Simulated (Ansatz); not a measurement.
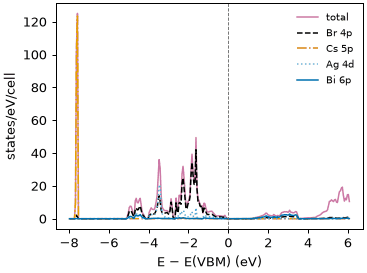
*Total and projected density of states of Cs2AgBiBr6 in space group Fm-3m (No. 225; Bi on 4a, Ag on 4b, Cs on 8c, Br on 24e), PBEsol (plane waves, PAW; program Ansatz)*

Task: Which orbitals carry the states next to the gap?

Result: Top 1 eV of the valence band: Br 4p 62 %, Ag 4d 27 %. Bottom 1 eV of the conduction band: Bi 6p 49 %, Br 4p 19 %, Ag 5s 18 %, Br 4s 8 %, outside the projected shells 5 %. Projections are on Löwdin-orthogonalised atomic valence shells; empty p or d shells of many metals are not among them.

Task: Where is the tallest occupied peak in this window, and what makes it?

Result: Near -7.6 eV, about 130 states/eV per cell; the largest projected share is Cs 5p.

The PBEsol relaxation kept the symmetry of its start; phonons show weakly imaginary modes. The run is not spin-polarised. Spin–orbit coupling is left out wherever it is not named.

Potentials: the later of the program's two PAW sets.
